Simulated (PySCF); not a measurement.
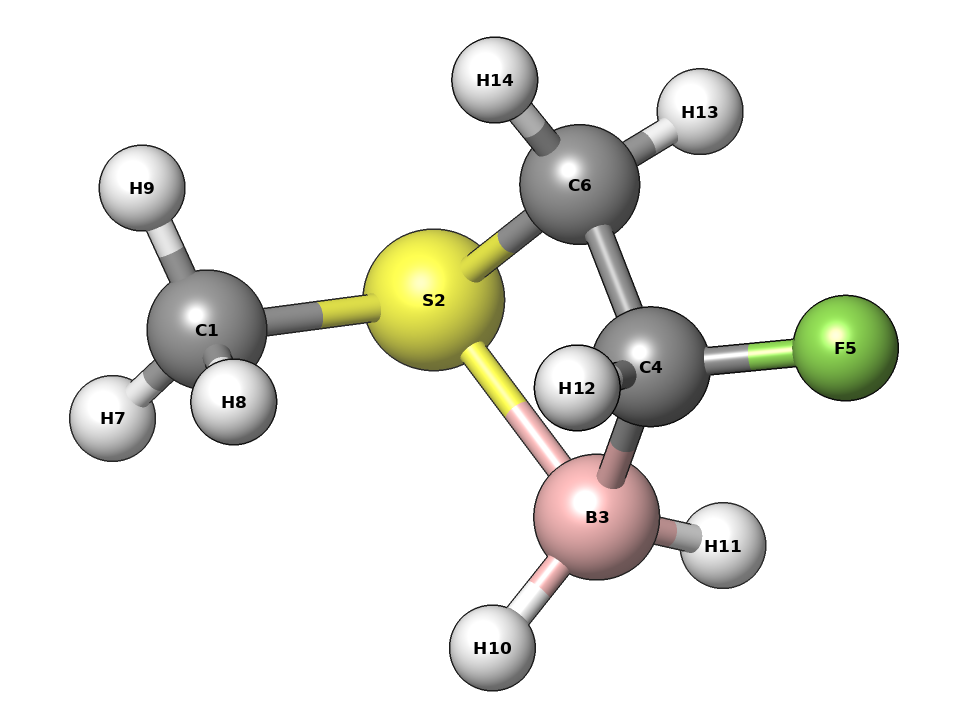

Computed geometry: GFN2-xTB optimisation. No frequency run is at hand to confirm it as a minimum. Method: delta-SCF UKS SCAN, pcX-2 on the ionised atom, pcseg-1 elsewhere, spin-free X2C (PySCF 2.14.0).

Give the core-electron binding energies (to vacuum; p and d levels without spin–orbit splitting) of C1 1s, S2 1s, S2 2p, B3 1s, C4 1s, F5 1s, C6 1s.

```tsv
atom	level	binding energy (eV)
C1	1s	292.0
S2	1s	2478.4
S2	2p	171.0
B3	1s	194.1
C4	1s	292.0
F5	1s	691.5
C6	1s	291.7
```

The geometry is semi-empirical. Around B such bond lengths and angles can be off by a tenth of an ångström or more and by several degrees, and values that hang on the shape move with them.
